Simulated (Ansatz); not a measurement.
## Run report: CH₈Ge₂, single-point calculation

CH₈Ge₂ ((H3Ge)2CH2), computed with RKS PBE0-D4/def2-TZVP (Ansatz 0.2.0).

The geometry comes from this level: r2SCAN-D4/def2-SVP.

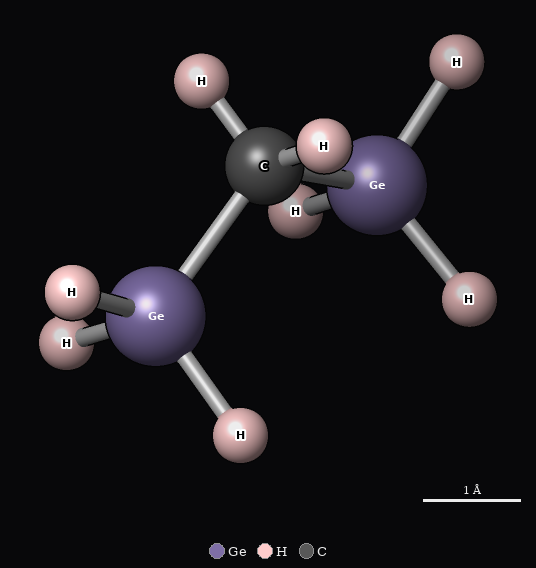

Fig. 1: The structure (ball-and-stick view, seen at a tilt). Sticks mark near contacts. Bond lengths as drawn: C–Ge 1.96 Å, C–H 1.10 Å and Ge–H 1.54 Å.

### Input
```yaml
crystal:
  periodic: [false, false, false]
  atoms:
    - {symbol: Ge, position_ang: [-0.951858, -1.308270, 0.388819]}
    - {symbol: H, position_ang: [-1.611790, -1.817939, 1.681594]}
    - {symbol: H, position_ang: [0.011049, -2.385554, -0.136913]}
    - {symbol: H, position_ang: [-2.043956, -1.064109, -0.665490]}
    - {symbol: C, position_ang: [0.027050, 0.352559, 0.729783]}
    - {symbol: Ge, position_ang: [0.935173, 1.090322, -0.839897]}
    - {symbol: H, position_ang: [1.969337, 0.082215, -1.367232]}
    - {symbol: H, position_ang: [-0.088291, 1.375955, -1.951228]}
    - {symbol: H, position_ang: [1.655617, 2.400316, -0.477386]}
    - {symbol: H, position_ang: [0.775282, 0.168692, 1.518510]}
    - {symbol: H, position_ang: [-0.677611, 1.105802, 1.119449]}
basis:
  gaussian: {orbitals: def2-TZVP, initial_orbitals: start.molden}
hamiltonian: {xc: pbe0, dispersion: d4}
scf: {omitted_lower_state_checks: [starts]}
output: {orbitals: {seedname: orbitals}}
```

Machine: 4 threads of Arm Neoverse V1, 23 GiB of memory available, shared host.

Command:
```bash
ansatz run in.yaml --threads 4 --pin off --events-out ev --progress --plain --max-ram 3916MiB
```

### The program's output
```
Functional definition: PBE0
  name "PBE0"
  cite "Adamo & Barone, J. Chem. Phys. 110, 6158 (1999) doi:10.1063/1.478522"
  cite "Perdew, Burke & Ernzerhof, Phys. Rev. Lett. 77, 3865 (1996) doi:10.1103/PhysRevLett.77.3865"
  parent pbe
  parameter a = 0.25
  parameter kappa = 0.804
  parameter beta = 0.06672455060314922
  exchange = (1 - a)*pbe_x(kappa = kappa, mu = beta*pi^2/3) + a*exact_x
  correlation = pbe_c(beta = beta)
these checks for a lower state are left out or cut short: starts
1334 factors; their error is unknown
mean field evaluation 1: about -114186.4106 eV, gradient 1.5e2 eV
mean field evaluation 2: about -114187.7293 eV, gradient 2.2e0 eV
mean field evaluation 4: about -114188.2731 eV, gradient 2.2e-1 eV
mean field -114188.27314235 eV, -4196.3416383898 hartree, gradient 7.5e-5 eV, S^2 0.000000; 0 other end points of the search recorded, 0 dependent functions left out
reference -114188.27317641 eV, -4196.3416396418 hartree; 39, 39 occupied and 136, 136 virtual orbitals, 1334 factors
Total energy: -114188.45538195 eV, -4196.3483355717 hartree
Checks for a lower state left out: starts
```

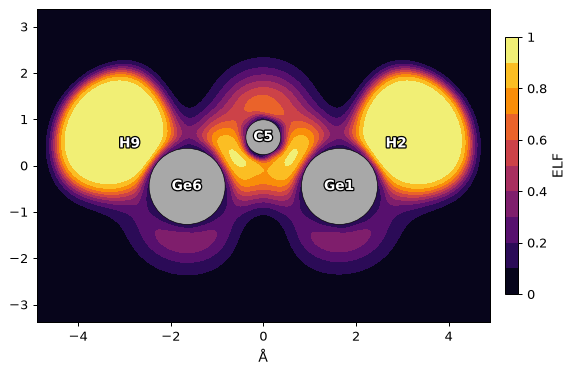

Fig. 2: ELF on the plane of atoms H2, Ge1 and C5. Grey discs, where drawn, cover atomic cores. C–Ge (1.96 Å): the ELF peaks at about 0.90 in the valence shell of C, 0.7 Å from its nucleus, and is about 0.70 at the midpoint. Ge–H (1.54 Å): the ELF climbs to about 1 towards the hydrogen, as it does in any bond to H.

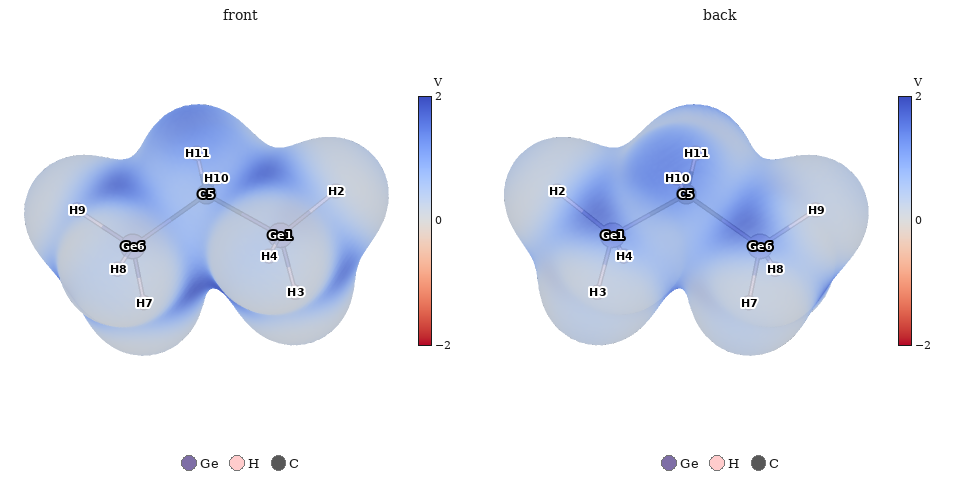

Fig. 3: The molecular electrostatic potential painted on the density surface at 0.004 e/bohr³, seen at a tilt and from behind; the colour scale runs from red (negative) to blue (positive). A positive charge is drawn to the negative regions and a negative charge to the positive ones.

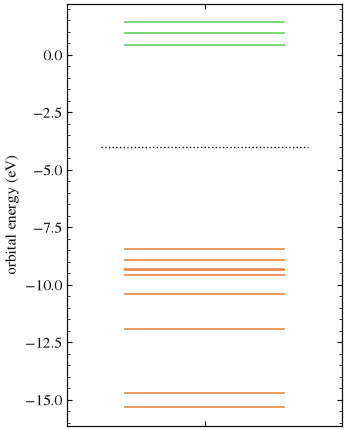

Fig. 4: Orbital energies near the frontier; the dotted line parts filled from empty levels, and levels within 0.02 eV of each other stand side by side. Highest filled −8.47 eV, lowest empty 0.40 eV, 8.87 eV apart.

### Results in brief

- outcome: converged
- total energy: −114188.4554 eV
- mean-field energy: −114188.2732 eV
- dispersion energy: −0.1822 eV
- SCF solution under orbital rotations: stable
- HOMO: −8.47 eV
- LUMO: 0.40 eV
- wall time: 2.3 s (CPU time 8.5 s)
- peak memory: 0.48 GiB
